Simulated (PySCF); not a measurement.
Input

```
{"job": {"kind": "uv", "xc": "B3LYP", "basis": "def2-SVPD", "ip": true, "dynamic": true}, "charge": 0, "multiplicity": 1}
C     -2.357040     0.954058     0.318627
C     -1.214300     0.794378    -0.349688
C     -0.585552    -0.524163    -0.677767
C      0.760043    -0.755834     0.017880
Ge     2.181188     0.515784    -0.457325
H     -2.762944     1.945558     0.535808
H     -2.934304     0.092571     0.671165
H     -0.671584     1.689753    -0.681948
H     -0.440509    -0.589317    -1.771654
H     -1.284266    -1.334835    -0.409986
H      1.139353    -1.761305    -0.226481
H      0.631732    -0.723095     1.112187
H      1.957885     1.893525     0.195897
H      3.545345    -0.027930     0.009442
H      2.216843     0.703575    -1.988901
```

Run with:

```sh
OMP_NUM_THREADS=1 python probes_run.py task.json out
```

Geometry: PBE0-D3(BJ)/def2-SVP.

These are results of B3LYP/def2-SVPD, SCF density, gas phase in PySCF 2.14.0, not measurements.

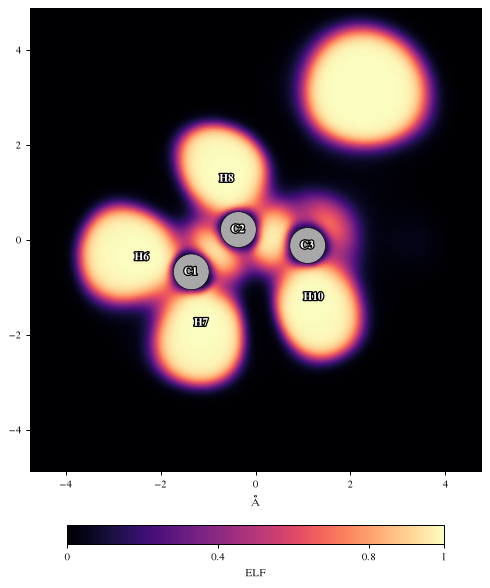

C4H10Ge (SMILES C=CC[CH2][GeH3]). Electron localisation function on the plane of atoms C2, C1 and H6. Grey discs cover the atomic cores.

### What does the map show?

- Atoms in the plane: C and H.
- C–C (1.33 Å): the ELF peaks at about 0.95 between the atoms: a short, multiple covalent bond.
- C–H (1.09 Å): the ELF climbs to about 1 towards the hydrogen, as it does in any bond to H; a covalent bond by its length.
- C–C (1.50 Å): the ELF peaks at about 0.95 between the atoms; localised, covalent bonding.
